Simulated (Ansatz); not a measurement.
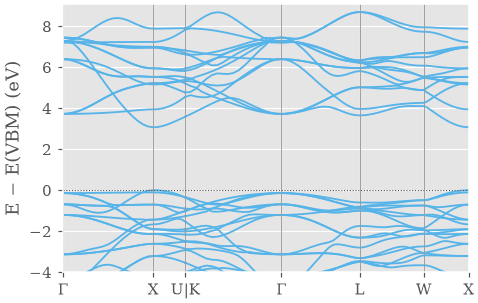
Figure. Band structure from the program Ansatz at the r²SCAN level (PAW)

Task: Read off the gap and where the band edges lie.

Result: About 3.1 eV (3.07 eV by a search for the band edges); maximum at X, minimum at X.

Task: Which of these materials gives this?
A) HfO2, fluorite
B) CdIn2O4, spinel
C) ScTaPb2O6, Fm-3m (Sc on 4a, Ta on 4b, Pb on 8c, O on 24e)
D) ZrMnF6, Fm-3m (Zr on 4b, Mn on 4a, F on 24e)

Result: C, ScTaPb2O6, Fm-3m (Sc on 4a, Ta on 4b, Pb on 8c, O on 24e)

The first step of the workflow began from a Materials Project structure, measured or hypothetical; the Crystallography Open Database copy checked does not list it. Its standing as an ambient phase is unchecked. The cell was relaxed with r²SCAN under the symmetry of its start; whether a distortion lowers the energy is not shown. No spin polarisation was allowed. Spin–orbit coupling is left out wherever it is not named.

Potentials: the later of the program's two PAW sets.
